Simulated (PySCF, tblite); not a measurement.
# C4H11FO2Si: geometry, infrared bands and NMR shifts

Wanted: the infrared bands and NMR shifts of C4H11FO2Si (`CCO[C@@](F)([SiH3])OC`), by calculation.

The runs use tblite 0.8.0 and PySCF 2.14.0, with density-fitted response routines of our own; the level of theory stands in each step. All values are computed, except where a source is named. Atoms are numbered from 0 throughout.

**1. The molecule as given**

19 atoms, charge 0, multiplicity 1; geometry from: force field or distance geometry start.

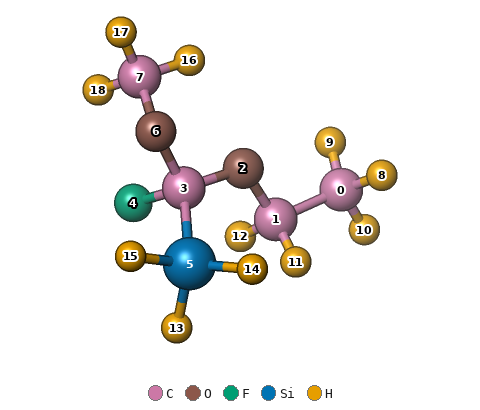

As it starts; carbon pink, oxygen brown, fluorine teal, silicon blue, hydrogen amber, atoms numbered.

**2. Relaxing the molecule with GFN2-xTB**

What the job is given:

```
{"job": {"kind": "relax", "xc": "GFN2-xTB", "basis": "xTB"}, "charge": 0, "multiplicity": 1}
C     -2.496100    -1.135200    -0.119800
C     -1.390500    -0.110900    -0.390400
O     -0.263100    -0.401500     0.356600
C      0.803900     0.440000     0.206800
F      1.258600     0.296300    -1.090800
Si     0.531400     2.222900     0.509500
O      1.887700     0.035200     1.021700
C      2.276500    -1.245200     0.665900
H     -2.850800    -1.068000     0.930100
H     -2.169400    -2.172200    -0.288800
H     -3.366500    -0.946800    -0.791900
H     -1.827900     0.845700    -0.078000
H     -1.157700    -0.175600    -1.454600
H      0.068000     2.840600    -0.744400
H     -0.313600     2.576000     1.640200
H      1.869300     2.810500     0.839100
H      1.391900    -1.926700     0.819200
H      3.080200    -1.556700     1.360600
H      2.658200    -1.318900    -0.368200
```

Started as:

```console
OMP_NUM_THREADS=1 python probes_run.py task.json out
```

The driver reads the jobs from task.json and runs them one after another.

Standard output:

```text
step      E/eV     max force
  0    -782.52620    3.107
  1    -782.80411    1.152
  2    -782.87329    0.445
  3    -782.89789    0.422
  4    -782.92389    0.370
  5    -782.93861    0.348
  6    -782.94930    0.233
  7    -782.95707    0.188
  8    -782.96406    0.188
  9    -782.97009    0.190
 10    -782.97410    0.151
 11    -782.97634    0.089
 12    -782.97851    0.102
 13    -782.98105    0.148
 14    -782.98352    0.173
 15    -782.98555    0.134
 16    -782.98718    0.095
 17    -782.98863    0.124
 18    -782.99016    0.136
 19    -782.99162    0.108
 20    -782.99283    0.072
 21    -782.99394    0.084
 22    -782.99509    0.104
 23    -782.99629    0.104
 24    -782.99749    0.097
 25    -782.99861    0.101
 26    -782.99973    0.085
 27    -783.00088    0.105
 28    -783.00192    0.080
 29    -783.00276    0.054
 30    -783.00347    0.065
 31    -783.00406    0.065
 32    -783.00454    0.054
 33    -783.00492    0.045
 34    -783.00529    0.040
 35    -783.00572    0.062
 36    -783.00617    0.060
 37    -783.00653    0.035
 38    -783.00678    0.037
 39    -783.00699    0.035
 40    -783.00717    0.032
 41    -783.00733    0.030
 42    -783.00749    0.028
 43    -783.00769    0.039
 44    -783.00796    0.053
 45    -783.00829    0.046
 46    -783.00860    0.037
 47    -783.00886    0.039
 48    -783.00907    0.034
 49    -783.00923    0.031
 50    -783.00937    0.025
 51    -783.00951    0.030
 52    -783.00966    0.035
 53    -783.00984    0.041
 54    -783.01006    0.046
 55    -783.01026    0.046
 56    -783.01044    0.033
 57    -783.01059    0.031
 58    -783.01074    0.025
 59    -783.01089    0.029
 60    -783.01104    0.031
 61    -783.01117    0.035
 62    -783.01125    0.025
 63    -783.01129    0.015
 64    -783.01133    0.015
 65    -783.01136    0.017
 66    -783.01139    0.015
 67    -783.01141    0.012
 68    -783.01144    0.014
 69    -783.01147    0.015
 70    -783.01150    0.014
 71    -783.01153    0.013
 72    -783.01155    0.011
 73    -783.01157    0.012
 74    -783.01159    0.014
 75    -783.01161    0.013
 76    -783.01164    0.016
 77    -783.01167    0.015
 78    -783.01171    0.021
 79    -783.01175    0.021
 80    -783.01178    0.013
 81    -783.01181    0.013
 82    -783.01183    0.014
 83    -783.01186    0.015
 84    -783.01189    0.015
 85    -783.01192    0.018
 86    -783.01194    0.017
 87    -783.01196    0.012
 88    -783.01198    0.013
 89    -783.01200    0.012
 90    -783.01201    0.012
 91    -783.01203    0.010
 92    -783.01204    0.008
```

Run time: 0.66 s. Hardware: 1 thread of Arm Neoverse V1, shared host; peak memory 0.18 GiB.

The steps of the relaxation: (not every step is listed)

```csv
step,energy from step 0 (eV),largest force (eV/Å)
0,0.0000,3.1075
1,-0.2779,1.1518
2,-0.3471,0.4447
3,-0.3717,0.4223
4,-0.3977,0.3696
5,-0.4124,0.3483
6,-0.4231,0.2328
7,-0.4309,0.1879
8,-0.4379,0.1876
15,-0.4593,0.1342
22,-0.4689,0.1043
29,-0.4766,0.0539
36,-0.4800,0.0602
43,-0.4815,0.0388
50,-0.4832,0.0252
57,-0.4844,0.0311
64,-0.4851,0.0151
71,-0.4853,0.0132
78,-0.4855,0.0208
85,-0.4857,0.0177
87,-0.4858,0.0117
88,-0.4858,0.0126
89,-0.4858,0.0120
90,-0.4858,0.0117
91,-0.4858,0.0102
92,-0.4858,0.0085
```

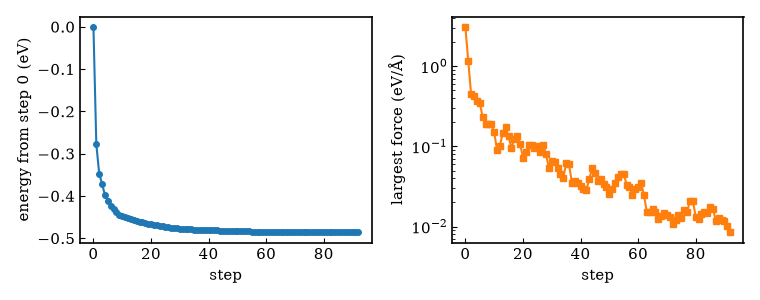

Energy and largest force along the relaxation.

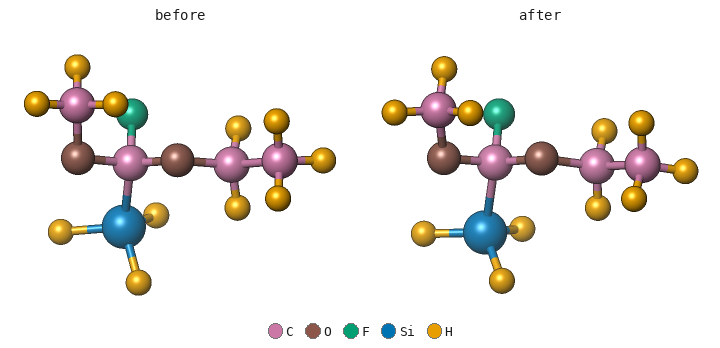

The geometry before (left) and after (right).

Distances of close pairs at the start and the end, largest changes first:

```csv
bond,before (Å),after (Å),change (Å)
C3–Si5,1.829,1.933,+0.104
C3–O6,1.415,1.360,-0.055
C3–F4,1.382,1.427,+0.044
Si5–H15,1.498,1.455,-0.043
O6–C7,1.385,1.426,+0.042
C7–H16,1.127,1.091,-0.036
C1–O2,1.383,1.416,+0.033
C0–H10,1.116,1.086,-0.030
```

The final coordinates are the input of the step that follows.

**3. Harmonic vibrations with GFN2-xTB**

What the job is given:

```
{"job": {"kind": "ir", "xc": "GFN2-xTB", "basis": "xTB"}, "charge": 0, "multiplicity": 1}
C     -2.501781    -1.116283    -0.117450
C     -1.420886    -0.110219    -0.473030
O     -0.245113    -0.449219     0.240126
C      0.809681     0.424558     0.090689
F      1.216813     0.341607    -1.274022
Si     0.547375     2.286909     0.538055
O      1.858660     0.055895     0.873396
C      2.281781    -1.302545     0.775700
H     -2.683203    -1.101837     0.953656
H     -2.186915    -2.116232    -0.402186
H     -3.420495    -0.867640    -0.640746
H     -1.735571     0.907760    -0.197984
H     -1.213505    -0.127876    -1.550552
H     -0.088735     2.961553    -0.595075
H     -0.306325     2.312692     1.724966
H      1.880001     2.811376     0.796055
H      1.490773    -1.974516     1.111615
H      3.150742    -1.385976     1.423751
H      2.556899    -1.540756    -0.254099
```

Standard output:

```text
mode    cm-1     km/mol
  1      40.3      0.31
  2      92.0      0.67
  3     101.4      8.29
  4     123.2      0.67
  5     136.9      0.89
  6     148.9      2.86
  7     175.9      3.42
  8     205.2      0.30
  9     218.2      3.62
 10     315.3      6.97
 11     354.2      2.59
 12     405.2     35.77
 13     462.3     10.40
 14     521.1     27.72
 15     559.7     89.17
 16     594.4     29.79
 17     682.3     11.10
 18     747.6    168.24
 19     763.8    129.60
 20     777.9    329.63
 21     837.0     35.92
 22     843.8    178.50
 23     945.7      4.15
 24     986.8     34.86
 25    1085.6     16.89
 26    1110.2    173.96
 27    1122.6     11.75
 28    1129.2     39.89
 29    1149.4     88.33
 30    1154.9     38.33
 31    1196.6     96.85
 32    1253.2      2.46
 33    1340.3      4.97
 34    1384.0      1.84
 35    1398.9      8.06
 36    1456.0      5.00
 37    1471.5      6.59
 38    1473.5      2.84
 39    1483.3      1.54
 40    1492.0      3.78
 41    2263.6    231.72
 42    2279.3    291.48
 43    2344.4    252.88
 44    2857.9     78.46
 45    2910.6     32.26
 46    2970.6     21.91
 47    2985.7     22.55
 48    3034.1     17.11
 49    3049.9     17.38
 50    3051.4     24.61
 51    3055.1     19.19
```

Run time: 0.7 s. Hardware: 1 thread of Arm Neoverse V1, shared host; peak memory 0.18 GiB.

Which atoms move in the most intense modes:

```csv
cm⁻¹,km/mol,atoms
748,168.2,"H14 58 %, H13 29 %"
764,129.6,"H15 42 %, H13 31 %, H14 18 %"
778,329.6,"H13 34 %, H15 33 %, H14 21 %"
844,178.5,C3 46 %
1110,174.0,"C3 38 %, O6 16 %, O2 12 %"
2264,231.7,H13 95 %
2279,291.5,H14 95 %
2344,252.9,H15 97 %
```

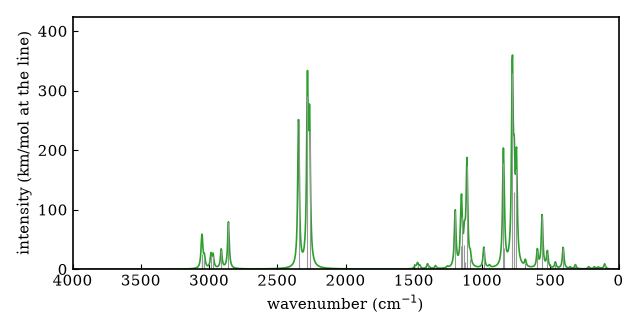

The infrared spectrum from these modes, unscaled. Lines are broadened to a width of 14 cm⁻¹ (Lorentzian).

**4. NMR shieldings: PBE0/pcSseg-1**

Same as in step 3 but for these lines:

```diff
@@ -1,2 +1,2 @@
-{"job": {"kind": "ir", "xc": "GFN2-xTB", "basis": "xTB"}, "charge": 0, "multiplicity": 1}
+{"job": {"kind": "nmr", "xc": "PBE0", "basis": "pcSseg-1"}, "charge": 0, "multiplicity": 1}
 C     -2.501781    -1.116283    -0.117450
```

Method: GIAO PBE0/pcSseg-1 NMR shielding, non-relativistic, gas phase.

Standard output:

```text
coarse grid: 16048 points
cycle   1  E = -697.9776171201  dE =  8.422e-01  |g| = 8.619e-01  |ddm| = 3.657e+00
cycle   2  E = -697.8590439628  dE =  1.186e-01  |g| = 1.223e+00  |ddm| = 1.193e+00
cycle   3  E = -698.1067836734  dE = -2.477e-01  |g| = 6.177e-02  |ddm| = 7.218e-01
cycle   4  E = -698.1074043692  dE = -6.207e-04  |g| = 2.781e-02  |ddm| = 6.243e-02
cycle   5  E = -698.1075756205  dE = -1.713e-04  |g| = 6.962e-03  |ddm| = 2.399e-02
cycle   6  E = -698.1075834103  dE = -7.790e-06  |g| = 2.739e-03  |ddm| = 5.422e-03
final grid: 149872 points
cycle   7  E = -698.1823426814  dE = -3.446e-05  |g| = 1.484e-02  |ddm| = 2.574e-02
cycle   8  E = -698.1823022635  dE =  4.042e-05  |g| = 2.143e-02  |ddm| = 1.952e-02
cycle   9  E = -698.1823808980  dE = -7.863e-05  |g| = 1.596e-03  |ddm| = 1.242e-02
cycle  10  E = -698.1823814115  dE = -5.136e-07  |g| = 2.854e-04  |ddm| = 1.318e-03
cycle  11  E = -698.1823814215  dE = -9.940e-09  |g| = 1.307e-04  |ddm| = 2.420e-04
cycle  12  E = -698.1823814242  dE = -2.687e-09  |g| = 2.242e-05  |ddm| = 8.469e-05
cycle  13  E = -698.1823814243  dE = -9.209e-11  |g| = 6.183e-06  |ddm| = 2.334e-05
converged SCF energy = -698.1823814243

GIAO shielding tensors (ppm)
atom      isotropic    diamagn.    paramagn.     s11        s22        s33       span
  0 C      169.695     247.159     -77.464    155.239    167.789    186.057     30.818
  1 C      120.588     247.093    -126.505     91.972    106.298    163.495     71.523
  2 O      207.720     404.444    -196.724    120.940    215.914    286.305    165.365
  3 C       53.809     243.551    -189.742     46.780     47.539     67.108     20.328
  4 F      275.161     479.533    -204.372    171.382    275.547    378.553    207.171
  5 Si     417.396     880.358    -462.962    391.653    410.247    450.290     58.637
  6 O      236.521     397.972    -161.451    179.395    247.844    282.324    102.929
  7 C      137.244     245.970    -108.725    112.083    115.509    184.141     72.058
  8 H       30.255      29.913       0.342     26.210     28.671     35.884      9.674
  9 H       30.173      29.891       0.282     26.060     28.598     35.861      9.801
 10 H       30.615      27.758       2.857     26.536     27.662     37.648     11.112
 11 H       28.064      32.613      -4.549     22.856     29.852     31.485      8.629
 12 H       27.541      32.187      -4.646     22.445     28.581     31.596      9.151
 13 H       27.477      29.598      -2.120     24.082     26.239     32.110      8.028
 14 H       27.696      29.862      -2.166     24.450     26.278     32.359      7.908
 15 H       27.791      29.118      -1.328     24.147     26.697     32.529      8.383
 16 H       27.697      31.253      -3.557     22.380     27.296     33.414     11.034
 17 H       28.326      28.470      -0.144     24.058     26.331     34.589     10.531
 18 H       27.825      30.161      -2.336     23.339     26.216     33.921     10.582
```

Run time: 46 s. Hardware: 1 thread of Arm Neoverse V1, shared host; peak memory 0.88 GiB.

The references, computed at this level on geometries of the same kind, shield at (ppm): 1H TMS 31.72, 13C TMS 186.9, 29Si TMS 349.2, 19F CFCl3 170.9, 17O H2O 336.1. Their shielding less the atom's gives the shift. The references are single molecules in the gas phase, so shifts against H2O, NH3, PH3, H3PO4 or CFCl3 are not on the usual liquid scales and can be off by tens of ppm. Atoms listed in one row are averaged.

```csv
atoms,environment,σ (ppm),δ (ppm),δ scaled to CDCl3
C3,sp3 carbon bearing two oxygens,53.8,133.1,128.0
C1,sp3 CH2 bonded to O,120.6,66.3,62.8
C7,methyl carbon bonded to O,137.2,49.7,46.6
C0,methyl carbon,169.7,17.2,14.9
H12,hydrogen on an sp3 CH2 bonded to O,27.54,4.18,4.04
"H13, H14, H15",hydrogen on a silicon bonded to C,27.65,4.06,–
"H16, H17, H18",hydrogen on a methyl carbon bonded to O,27.95,3.77,3.66
H11,hydrogen on an sp3 CH2 bonded to O,28.06,3.65,3.55
"H8, H9, H10",hydrogen on a methyl carbon,30.35,1.37,1.40
O2,ether oxygen,207.7,128.4,–
O6,ether oxygen,236.5,99.6,–
F4,fluorine on an sp3 carbon,275.2,-104.2,–
Si5,"silicon bonded to C, 3 H",417.4,-68.2,–
```

The scaled column applies a straight-line fit of computed shieldings to shifts measured in CDCl3, and one for carbons that bear F (root-mean-square error 0.16 ppm for H, 1.9 ppm for C).

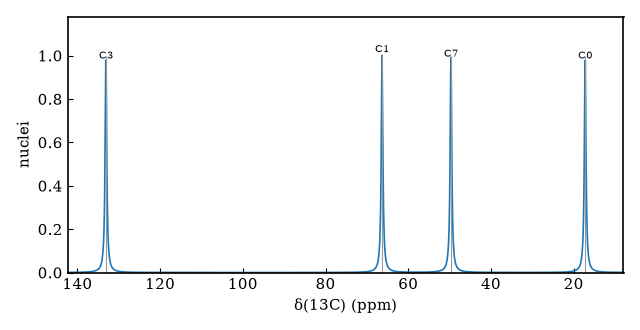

13C lines at the computed shifts, without couplings. Lines are broadened to a width of 0.46 ppm (Lorentzian).

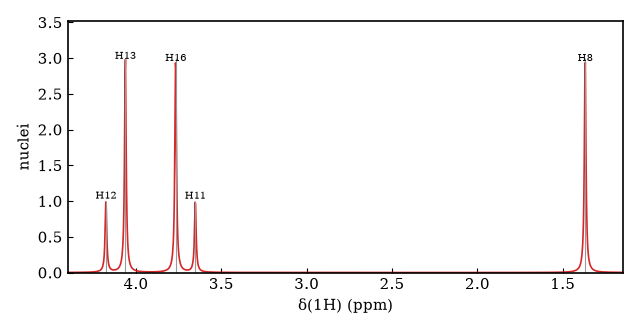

1H lines at the computed shifts, without couplings. Lines are broadened to a width of 0.01 ppm (Lorentzian).

Charges from the same density, by scheme (e):

```csv
atoms,Mulliken,IAO,Hirshfeld,ESP fit
C0,-0.27,-0.42,-0.12,-0.42
C1,-0.01,-0.04,0.01,0.35
O2,-0.50,-0.38,-0.13,-0.28
C3,0.46,0.38,0.14,0.16
F4,-0.36,-0.37,-0.15,-0.21
Si5,0.48,0.58,0.29,0.35
O6,-0.51,-0.37,-0.13,-0.25
C7,-0.04,-0.22,-0.04,-0.15
```

ESP fit charges:

C0 -0.42; C1 0.35; O2 -0.28; C3 0.16; F4 -0.21; Si5 0.35; O6 -0.25; C7 -0.15; H8 0.11; H9 0.12; H10 0.11; H11 -0.01; H12 0.00; H13 -0.09; H14 -0.07; H15 -0.06; H16 0.10; H17 0.12; H18 0.12

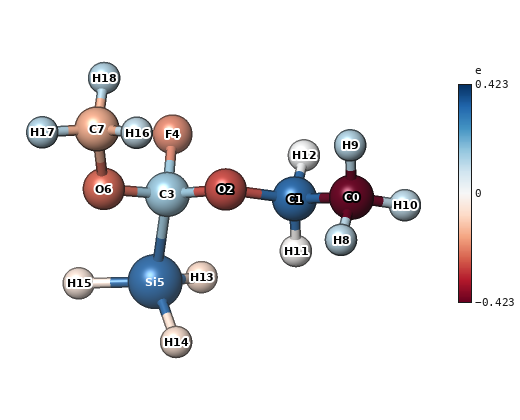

ESP fit charges, as colours on the atoms.

Mayer bond orders: C0–C1 1.08, C1–O2 0.88, O2–C3 0.97, C3–F4 0.82, C3–Si5 0.81, C3–O6 1.04, O6–C7 0.87.

Orbitals, density, ELF and potential are computed afterwards from the orbital file.

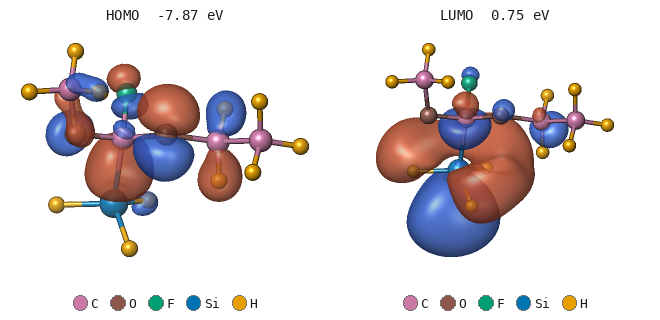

PBE0/pcSseg-1 orbitals near the gap, drawn at the value that encloses 70 % of each; the two colours are the two signs.

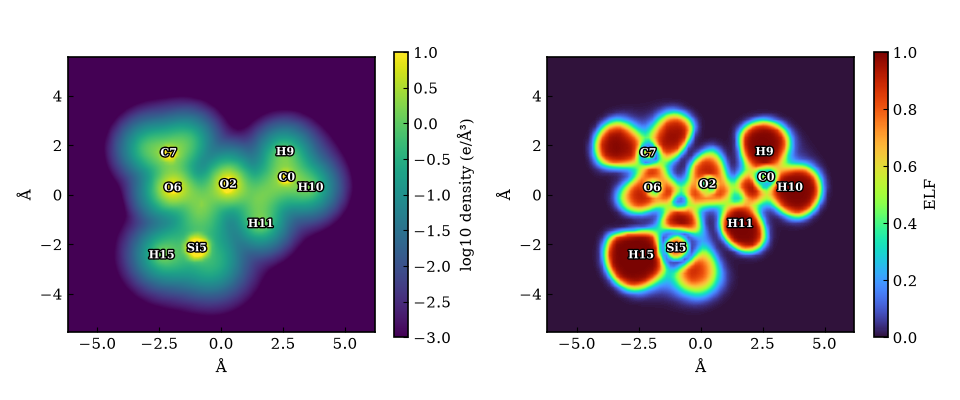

Density (left) and ELF (right) in a plane through or near 9 of the atoms.

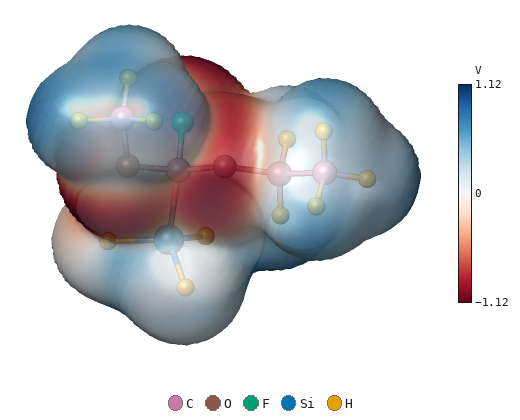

The potential that a unit positive charge feels on the 0.002 e/bohr³ surface, from -1.12 V near O6 to 0.97 V near H14.

**5. What came out**

| quantity | value |
| --- | --- |
| strongest single infrared mode (GFN2-xTB) | 778 cm⁻¹, 330 km/mol |
| zero-point energy (GFN2-xTB) | 89.4 kcal/mol |
| 13C shifts against TMS (PBE0/pcSseg-1) | 133.1, 66.3, 49.7, 17.2 ppm |
| 1H shifts against TMS (PBE0/pcSseg-1, means over atoms taken as alike) | 4.18, 4.06, 3.77, 3.65, 1.37 ppm |
| 17O shifts against H2O (PBE0/pcSseg-1) | 128.4, 99.6 ppm |
| 19F shifts against CFCl3 (PBE0/pcSseg-1) | -104.2 ppm |
| 29Si shifts against TMS (PBE0/pcSseg-1) | -68.2 ppm |
| surface potential, least and greatest | -1.12 V and 0.97 V |

Relaxing lowered the energy by 0.486 eV in 92 steps; the close pair that moved most is C3–Si5, from 1.829 to 1.933 Å. No mode is imaginary among the 51: a minimum at this level. The strongest single mode, at 778 cm⁻¹, is carried by H13, H15, H14. Unscaled tight-binding wavenumbers are off by several per cent, some by more. Its intensities can rank the bands wrongly. At PBE0/pcSseg-1: The widest tensor belongs to F4: span 207 ppm, with a paramagnetic part of -204 ppm.
